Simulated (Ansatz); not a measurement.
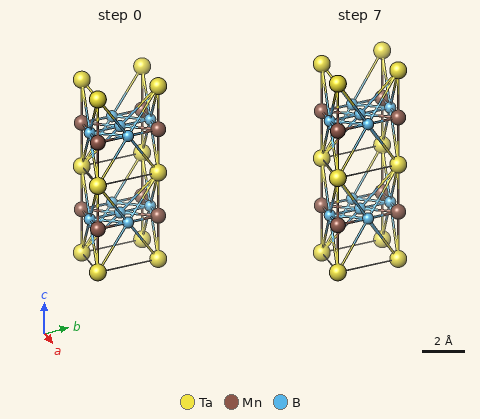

The structure of crystalline TaMnB3 (a generated structure, set up in P6/mmm) (coarse preliminary run) before (left) and after (right) a relaxation, at one scale.

A ball-and-stick model of the cell of the calculation, repeated 1 × 1 × 2 with one cell outlined, seen slightly off an axis.

The calculation used DFT PBE, scalar-relativistic, plane waves, PAW (Ansatz 0.2.0).

The input:
```yaml
crystal:
  lattice:
    - [3.88351429, 0.0, 0.0]
    - [-1.94175714, 3.36322203, 0.0]
    - [0.0, 0.0, 4.30323921]
  atoms:
    - { symbol: Ta, position: [0.0, 0.0, 0.0] }
    - { symbol: Mn, position: [0.0, 0.0, 0.5], spin: 4.0 }
    - { symbol: B, position: [0.5, 0.0, 0.5] }
    - { symbol: B, position: [0.0, 0.5, 0.5] }
    - { symbol: B, position: [0.5, 0.5, 0.5] }
basis:
  ecutwfc: 420
kpoints:
  mp_grid: { grid: [6, 6, 4] }
hamiltonian:
  xc: pbe
scf:
  occupations: { method: gaussian, width: 0.1 }
  lower_state_search: "off"
output:
  forces: true
  stress: true
  eigenvalues: true
  populations: true
magnetization:
  spin_polarized: true
relax:
  adjacent_minimum: "off"
  f_tol: 0.04
  max_steps: 70
  cell: { stress_tol: 0.4 }
```

Command:
```bash
ansatz run input.yaml --threads 1 --pin off --max-ram 2560MiB --backend cpu --events-out ev --progress --plain --runs-dir out
```

### Describe what moved and what it gained.

No atom moves by more than 0.005 Å relative to the cell. The volume changes by +9.1 %, with a = b unchanged at 3.884 Å, c 4.303 → 4.695 Å (+9.1 %). Among the contacts that change: Ta1–Mn2 2.152 → 2.348 Å, Ta1–B3 2.898 → 3.047 Å. The space group stays P6/mmm (No. 191). Over 5 accepted moves (7 points after the start) the energy falls by 117 meV per atom. All forces vanish by symmetry, so only the cell relaxes. Pressure: 16.20 GPa at the start and 0.01 GPa at the end. The SCF was repeated twice at an unchanged geometry on a basis and grid sized afresh for the cell, which shifted the energy by 2.0 meV per atom at most. The program noted that the starting moments weren't kept. The run may lie on a higher electronic state than the lowest, so the end point isn't shown to be the ground-state structure.
